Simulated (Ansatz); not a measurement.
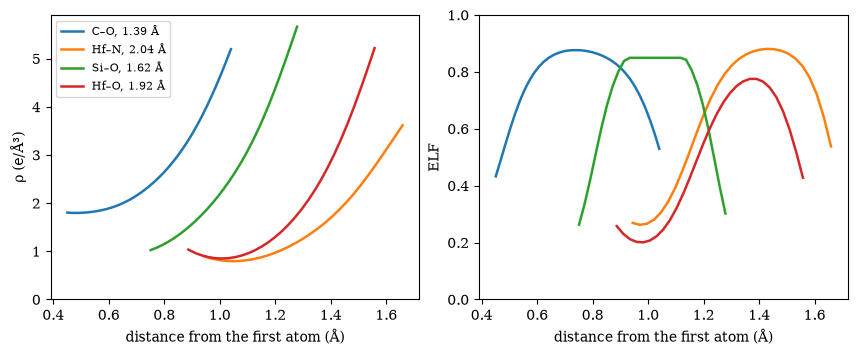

CH9HfNO3Si (SMILES C[O][Hf]([NH2])([OH])[O][SiH3]). Electron density and electron localisation function along straight lines between neighbouring atoms. The curves leave out the atomic cores.

Geometry: PBE0-D4/def2-TZVP; core potentials replace the inner electrons of Hf.

Theory: RKS PBE0-D4/def2-TZVPP (Ansatz 0.2.0).

```yaml
atoms:
  - { symbol: C, position_ang: [1.4831, -1.2291, 2.2849] }
  - { symbol: O, position_ang: [1.1196, -0.6447, 1.0813] }
  - { symbol: Hf, position_ang: [0.6019, 0.2591, -0.5280] }
  - { symbol: N, position_ang: [0.8306, -1.0464, -2.0806] }
  - { symbol: O, position_ang: [1.6412, 1.8247, -0.9637] }
  - { symbol: O, position_ang: [-1.2905, 0.7528, -0.3385] }
  - { symbol: Si, position_ang: [-2.8868, 1.0471, -0.3426] }
  - { symbol: H, position_ang: [1.9159, -2.2213, 2.1160] }
  - { symbol: H, position_ang: [2.2271, -0.6170, 2.8067] }
  - { symbol: H, position_ang: [0.6120, -1.3419, 2.9398] }
  - { symbol: H, position_ang: [1.1364, -0.7931, -3.0091] }
  - { symbol: H, position_ang: [0.6660, -2.0421, -2.0553] }
  - { symbol: H, position_ang: [2.1507, 2.6237, -0.8852] }
  - { symbol: H, position_ang: [-3.6570, -0.2278, -0.3282] }
  - { symbol: H, position_ang: [-3.2778, 1.8170, -1.5558] }
  - { symbol: H, position_ang: [-3.2723, 1.8390, 0.8584] }
```

### What can be read from the curves?

C–O (1.39 Å): ρ at the midpoint is about 2.1 e/Å³, with its minimum of 1.8 e/Å³ about 0.5 Å from C; the ELF peaks at about 0.90 between the atoms; a polar covalent bond.
Hf–N (2.04 Å): the density is about 0.8 e/Å³ at the midpoint; the ELF peaks at about 0.90 in the valence shell of N, 0.6 Å from its nucleus, and is about 0.30 at the midpoint.
Si–O (1.62 Å): ρ is about 1.2 e/Å³ halfway; the ELF peaks at about 0.85 between the atoms; a short, strongly polar bond.
Hf–O (1.92 Å): the density is about 0.88 e/Å³ at the midpoint; the ELF peaks at about 0.80 in the valence shell of O, 0.5 Å from its nucleus, and drops to about 0.20 between the two atoms.
